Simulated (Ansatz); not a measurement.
# SClO2F (SMILES O=S(=O)(F)Cl): PBE0/def2-SVP

Aim: the vertical singlet–triplet gap of SClO2F at PBE0/def2-SVP, from 2 runs. 

The calculation is run with Ansatz 0.2.0.

64 further runs of the same task are left out: 64 set aside as unsound or not needed.

## (1) The structure to begin with

The species is SClO2F (5 atoms), meant as a singlet with charge 0. As SMILES, `O=S(=O)(F)Cl`. The shape is that of a PBE0-D4/def2-TZVP optimisation.

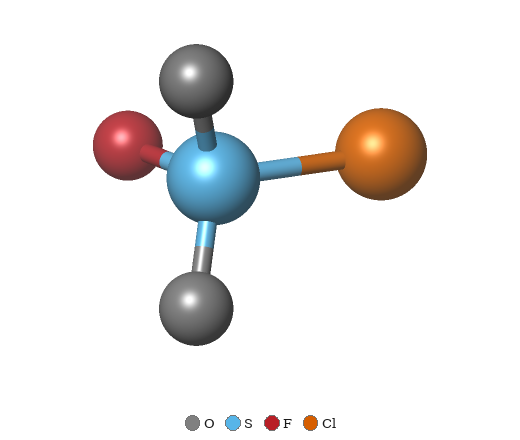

Viewed from a chosen angle; oxygen grey, sulfur blue, fluorine red, chlorine orange.

## (2) The energy at PBE0/def2-SVP

File job.yaml:

```yaml
crystal:
  periodic: [false, false, false]
  atoms:
    - {symbol: O, position_ang: [-0.123540, -0.162690, 1.503010]}
    - {symbol: S, position_ang: [0.100210, -0.145140, 0.111160]}
    - {symbol: O, position_ang: [1.158000, -0.828940, -0.522160]}
    - {symbol: F, position_ang: [-1.214690, -0.608760, -0.568390]}
    - {symbol: Cl, position_ang: [0.080010, 1.745540, -0.523620]}
basis:
  gaussian:
    orbitals: def2-SVP
hamiltonian:
  xc: pbe0
accuracy: high
output: {orbitals: {seedname: orbitals}}
```

On the command line:

```console
$ ansatz run job.yaml --threads 1 --pin off --max-ram 3480MiB --events-out events.jsonl --progress --plain --runs-dir runs
```

Standard output:

```text
Warning: RAYON_NUM_THREADS=1 ignored (pool sized by the plan → 1); use --threads N
Functional definition: PBE0
  name "PBE0"
  parameter a = 0.25
  parameter kappa = 0.804
  parameter beta = 0.06672455060314922
  exchange = (1 - a)*pbe_x(kappa = kappa, mu = beta*pi^2/3) + a*exact_x
  correlation = pbe_c(beta = beta)
1568 factors; integrals over basis functions are off by at most 3.1e-9 eV
mean field evaluation 1: about -30129.5655 eV, gradient 7.3e1 eV
mean field evaluation 2: about -30104.2245 eV, gradient 1.4e2 eV
mean field evaluation 4: about -30138.7230 eV, gradient 7.1e0 eV
mean field evaluation 8: about -30139.1688 eV, gradient 6.8e-1 eV
mean field evaluation 16: about -30139.1698 eV, gradient 1.2e-4 eV
mean field -30139.16980505 eV, -1107.5940612727 hartree, gradient 3.8e-8 eV, S^2 0.000000; 0 other end points of the search recorded, 0 dependent functions left out
reference -30139.16980605 eV, -1107.5940613092 hartree; 29, 29 occupied and 49, 49 virtual orbitals, 1568 factors
Total energy: -30139.16980605 eV, -1107.5940613092 hartree
```

Wall time 5.7 s (1 thread of Arm Neoverse V2, shared host); peak memory 0.24 GiB.

## (3) The triplet

File molecule.yaml:

```yaml
basis:
  gaussian:
    orbitals: def2-SVP
crystal:
  periodic: [false, false, false]
  atoms:
    - {symbol: O, position_ang: [-0.123540, -0.162690, 1.503010]}
    - {symbol: S, position_ang: [0.100210, -0.145140, 0.111160]}
    - {symbol: O, position_ang: [1.158000, -0.828940, -0.522160]}
    - {symbol: F, position_ang: [-1.214690, -0.608760, -0.568390]}
    - {symbol: Cl, position_ang: [0.080010, 1.745540, -0.523620]}
output: {orbitals: {seedname: orbitals}}
magnetization:
  spin_polarized: true
  initial_magnetization: 2
hamiltonian:
  xc: pbe0
accuracy: high
```

On the command line:

```console
$ ansatz run molecule.yaml --threads 1 --pin off --max-ram 3480MiB --events-out events.jsonl --progress --plain --runs-dir runs
```

Standard output:

```text
Warning: RAYON_NUM_THREADS=1 ignored (pool sized by the plan → 1); use --threads N
[... 7 set-up lines as earlier in the session ...]
1568 factors; integrals over basis functions are off by at most 3.1e-9 eV
mean field evaluation 1: about -30123.4688 eV, gradient 5.1e1 eV
mean field evaluation 2: about -30089.6751 eV, gradient 1.0e2 eV
mean field evaluation 4: about -30132.5827 eV, gradient 1.0e1 eV
mean field evaluation 8: about -30133.3974 eV, gradient 8.7e-1 eV
mean field evaluation 16: about -30133.4018 eV, gradient 7.7e-3 eV
mean field evaluation 32: about -30133.4018 eV, gradient 4.5e-6 eV
mean field -30133.40184093 eV, -1107.3820925007 hartree, gradient 6.5e-8 eV, S^2 2.007847; 6 other end points of the search recorded, 0 dependent functions left out
reference -30133.40184198 eV, -1107.3820925392 hartree; 30, 28 occupied and 48, 50 virtual orbitals, 1568 factors
Total energy: -30133.40184198 eV, -1107.3820925392 hartree
```

Run time: 21 s. Hardware: 1 thread of Arm Neoverse V2, shared host; peak memory 0.36 GiB.

## (4) Summary of results

At PBE0/def2-SVP:

| quantity | value |
| --- | --- |
| singlet: total energy | -1107.59406 Eh |
| singlet: HOMO energy | -9.90 eV |
| singlet: LUMO energy | -1.77 eV |
| singlet: HOMO–LUMO gap | 8.13 eV |
| triplet: total energy | -1107.38209 Eh |
| triplet: HOMO energy (highest over α and β) | -4.06 eV |
| triplet: ⟨S²⟩ | 2.008 |
| vertical energy of the triplet above the singlet | 5.768 eV |

In words: At this shape the triplet lies 5.77 eV (133 kcal/mol) above the singlet.
